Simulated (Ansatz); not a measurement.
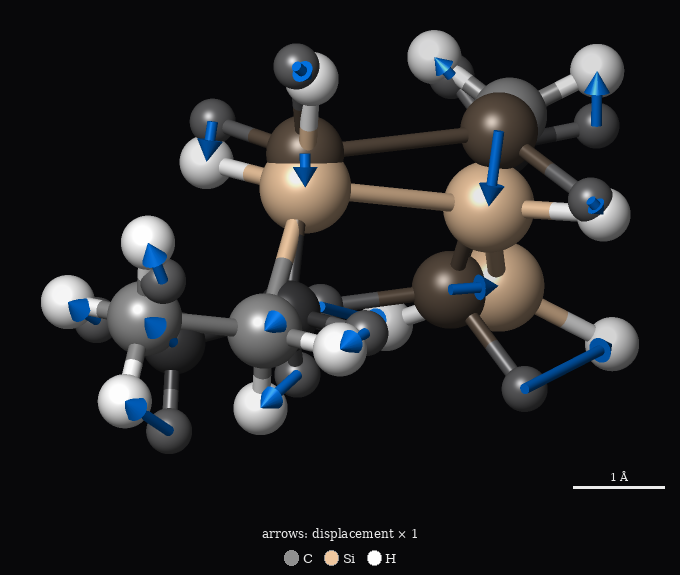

A relaxation of C3H12Si3. The starting structure is drawn faded, the final one solid; blue arrows show the displacements, at their true length. The two geometries are superimposed by the best rigid fit.

The picture is a ball-and-stick view, seen from a free direction.

The run prepares an end point of a later path (inversion) calculation, from a guessed geometry.

Level of theory: Ansatz 0.2.0, RKS revPBE/6-31G.

Input
```yaml
crystal:
  periodic: [false, false, false]
  atoms:
    - { symbol: C, position_ang: [-2.1347, -1.6503, -1.2239] }
    - { symbol: C, position_ang: [-1.1513, -1.0803, -0.2508] }
    - { symbol: Si, position_ang: [-1.0073, 0.782, -0.2076] }
    - { symbol: Si, position_ang: [0.6367, 1.411, 1.4535] }
    - { symbol: C, position_ang: [2.2189, 1.7135, 0.9043] }
    - { symbol: Si, position_ang: [2.7144, 0.2061, 0.193] }
    - { symbol: H, position_ang: [-3.1589, -1.2281, -0.9982] }
    - { symbol: H, position_ang: [-2.1778, -2.6821, -1.2042] }
    - { symbol: H, position_ang: [-1.9388, -1.2949, -2.2214] }
    - { symbol: H, position_ang: [-0.1769, -1.5231, -0.476] }
    - { symbol: H, position_ang: [-1.4195, -1.4383, 0.7726] }
    - { symbol: H, position_ang: [-0.542, 1.3339, -1.4978] }
    - { symbol: H, position_ang: [-2.3382, 1.4108, 0.1387] }
    - { symbol: H, position_ang: [0.4504, 0.5108, 2.6547] }
    - { symbol: H, position_ang: [2.2895, 2.5469, 0.2319] }
    - { symbol: H, position_ang: [2.8782, 2.069, 1.7575] }
    - { symbol: H, position_ang: [2.0624, -0.1106, -1.0897] }
    - { symbol: H, position_ang: [2.7575, -0.9651, 1.1152] }
basis:
  gaussian: { orbitals: "6-31G" }
hamiltonian:
  xc: revpbe
relax:
  f_tol: 0.015
  max_steps: 40
```

Command:
```bash
ansatz run input.yaml --threads 1 --pin off --max-ram 2048MiB --backend cpu --events-out ev --progress --plain --runs-dir out
```

Q: Atoms of which element are displaced furthest, and by how much?

A: Hydrogen: up to 1.78 Å, against 0.85 Å for silicon.

Q: What did the optimiser do to the structure, and how much energy did it gain?

A: After 33 accepted moves (34 points after the start) the energy has fallen by 2.132 eV. Largest force component: 6 eV/Å at the start, 0.0086 eV/Å at the end. The line search rejected the trial step at point 5 of the run. The largest move after the best rigid fit is that of H18, 1.78 Å. By element the largest moves are H 1.78 Å, Si 0.85 Å, C 0.65 Å. Some distances before and after: Si4–Si6 2.712 → 2.338 Å, Si4–C5 1.702 → 1.977 Å, C5–Si6 1.739 → 1.958 Å, C2–Si3 1.868 → 1.950 Å. Among the angles between lasting bonds that change: Si4–C5–Si6 104.1° → 72.9°, Si3–Si4–Si6 94.9° → 122.7°, Si4–Si6–H18 94.8° → 121.4°. Cost: 6.7 min on 1 thread of Arm Neoverse N1, with other jobs on the host, peak memory 0.18 GiB.

Limits of the set-up: the basis has no polarisation functions, which atoms past neon need.
